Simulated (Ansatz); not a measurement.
Start from Te (space group P3_121, No. 152; a = 4.6235 Å, c = 5.9044 Å; made of chains). Axes: x lies along a and z along c of the hexagonal cell.

Structures relaxed with r2SCAN in Ansatz (plane waves to 500 eV, PAW, without spin-orbit coupling), earlier PAW set.

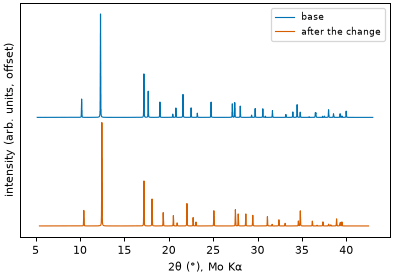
Fig. 1. Simulated powder patterns before (top) and after one change

### Question
Name the change that was made.
(A) biaxial strain −2.35 %, plane normal [001], relaxed out of plane
(B) uniaxial strain ε_xx = +1.08 %
(C) isotropic strain +2.82 %
(D) biaxial strain +3.84 %, plane normal [001], relaxed out of plane

### Answer
A, biaxial strain −2.35 %, plane normal [001], relaxed out of plane. Its volume per atom is 35.22 Å³ against 36.44 Å³, and its space group is P3_121 (No. 152).

No phonon test of stability was made. No dispersion term is included, though the crystal is made of layers, chains or molecules, so its spacings can come out too wide.

Ansatz is a first-principles code.
